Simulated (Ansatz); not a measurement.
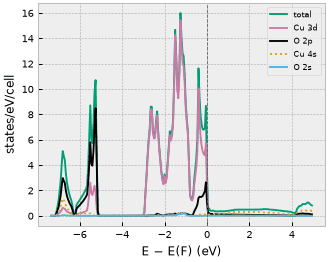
Figure: Total and projected density of states of Cu2O (anti-fluorite, Fm-3m), the program Ansatz at the r²SCAN level (PAW)

Task: Which orbitals carry the states next to the Fermi level?

Result: Within 0.5 eV of the Fermi level: Cu 3d 74 %, O 2p 21 %. Projections are on Löwdin-orthogonalised atomic valence shells; empty p or d shells of many metals are not among them.

Task: Where is the tallest occupied peak in this window, and what makes it?

Result: Near -1.2 eV, about 16 states/eV per cell; the largest projected share is Cu 3d.

The start of the workflow was typed in or built on a structure type; neither database checked (COD, Materials Project) lists it. It is not the phase usual at ambient conditions (space group No. 224). The cell was relaxed with r²SCAN under the symmetry of its start; whether a distortion lowers the energy is not shown. The workflow began spin-polarised and lost its moments. The volume moved by 30 % from the start of the relaxation. No Hubbard U is applied. The compound may be a true metal, but semilocal functionals without U, or a wrong spin order, can also close a gap.

Potentials: the earlier of the program's two PAW sets.
